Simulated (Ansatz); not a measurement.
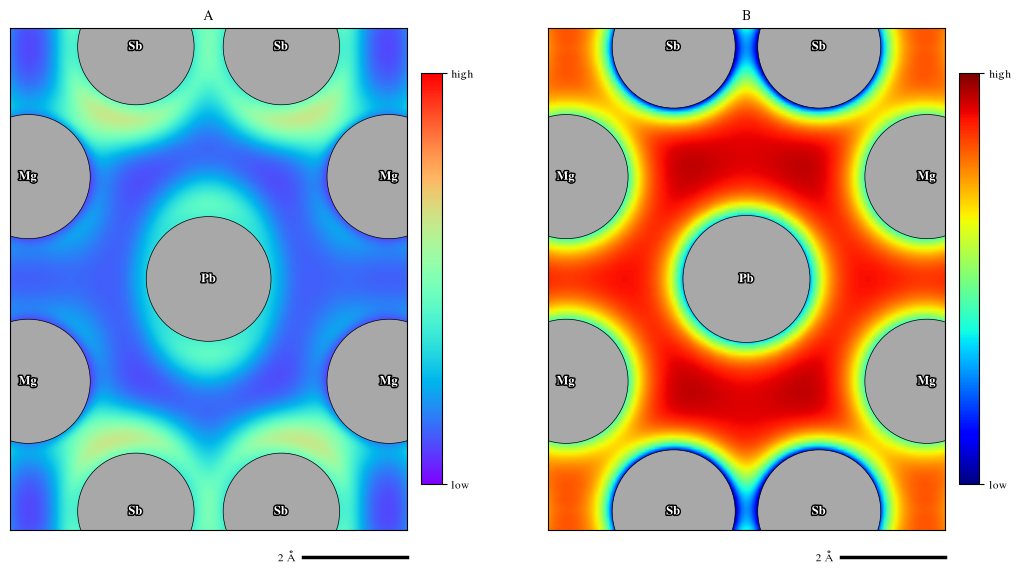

Mg₂Sb₂Pb: 2 fields on the (100) plane of the conventional cell, with unlabelled colour scales. Grey discs cover the atomic cores.

Space group Immm; built by placing these elements on a known structure type; computed pressure about 4 GPa in this cell.

Computed with Ansatz, DFT, PAW plane waves, PBE.

Which field does each panel show? The fields are: electron localisation function and electrostatic potential energy of an electron.

Answer. Panel A: electron localisation function. Panel B: electrostatic potential energy of an electron (low next to the atoms, rising into the space between them). From the grid: Sb–Sb (2.80 Å): the ELF is about 0.50 at the midpoint. Mg–Sb (3.25 Å): the ELF peaks at about 0.60 in the valence shell of Sb, 1.4 Å from its nucleus, and is about 0.55 at the midpoint.
